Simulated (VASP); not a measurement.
```
CELL_PARAMETERS angstrom
      3.81914     0.00000     0.00000
      0.00000     3.81914     0.00000
      0.00000     0.00000     3.81914
ATOMIC_POSITIONS crystal
  Sr 0.00000 0.00000 0.00000
  V  0.50000 0.50000 0.50000
  O  0.50000 0.00000 0.50000
  O  0.00000 0.50000 0.50000
  O  0.50000 0.50000 0.00000
```

Calculation: AM05 GGA, VASP's PBE PAW potentials (set 64) (plane waves; VASP). Numerical set-up: 520 eV cut-off, 9×9×9 Γ-centred mesh, tetrahedra with Blöchl corrections, potentials Sr_sv V_sv O.

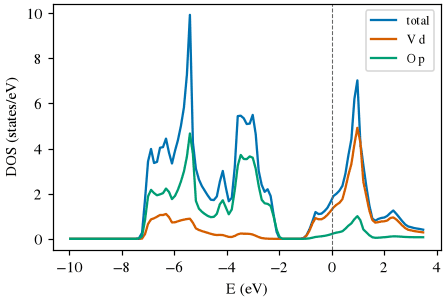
*Total and projected density of states, zero at the Fermi level*

Within 2 eV below the Fermi level the largest weight inside VASP's projection spheres is V d.

It has no gap at this level: it comes out as a metal or semimetal.

The compound is SrVO3 in the cubic perovskite structure. It was relaxed first. The run is not spin-polarised, so no magnetic state was tried. The electron count is odd and the run is not spin-polarised, which forces a metal.
